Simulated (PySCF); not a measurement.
CH₇GeOSi (charge −1)

```yaml
atoms:
  - { symbol: C, position_ang: [-2.0053, 0.1063, 0.2533] }
  - { symbol: Si, position_ang: [-0.1675, -0.0513, -0.2302] }
  - { symbol: O, position_ang: [0.7125, 0.1258, 1.0539] }
  - { symbol: Ge, position_ang: [2.7073, 0.0791, 1.2762] }
  - { symbol: H, position_ang: [-2.6293, -0.0157, -0.6279] }
  - { symbol: H, position_ang: [-2.3022, -0.6496, 0.9740] }
  - { symbol: H, position_ang: [-2.2296, 1.0775, 0.6838] }
  - { symbol: H, position_ang: [0.0450, 0.9638, -1.2874] }
  - { symbol: H, position_ang: [-0.0531, -1.3685, -0.8977] }
  - { symbol: H, position_ang: [3.0124, 1.0134, -0.1197] }
  - { symbol: H, position_ang: [2.9152, -1.2781, 0.2622] }
```

Geometry: GFN2-xTB.

Theory: PBE0/def2-SVPD, SCF density, gas phase in PySCF 2.14.0.

Predict the electron density and electron localisation function between the atoms.

Si–O (1.57 Å): ρ at the midpoint is about 1.3 e/Å³; the ELF peaks at about 0.85 between the atoms: a polar covalent bond.
C–Si (1.91 Å): ρ is about 0.91 e/Å³ halfway; the ELF peaks at about 0.95 between the atoms; a shared electron pair.
Ge–O (2.01 Å): the density is about 0.55 e/Å³ at the midpoint; the ELF peaks at about 0.85 in the valence shell of O, 0.6 Å from its nucleus, and is about 0.30 at the midpoint.
C–H (1.09 Å): the density is about 1.9 e/Å³ at the midpoint; the ELF climbs to about 1 towards the hydrogen, as it does in any bond to H (an ordinary covalent bond to hydrogen).

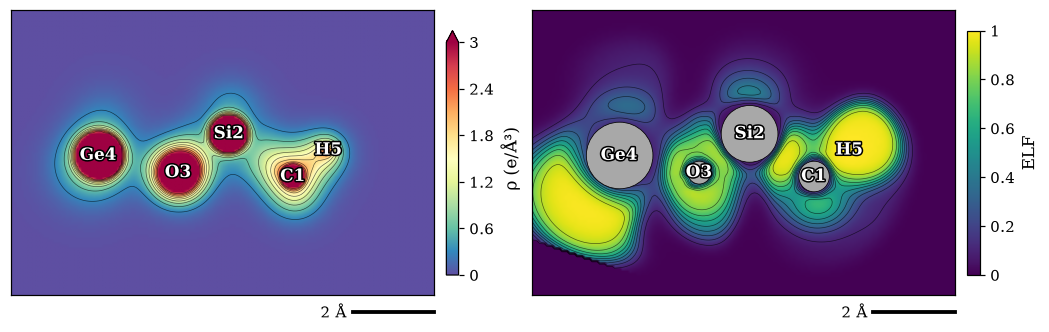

Computed electron density and electron localisation function on the plane of atoms Si2, O3 and Ge4, in this order. Grey discs cover the atomic cores in the ELF map. 
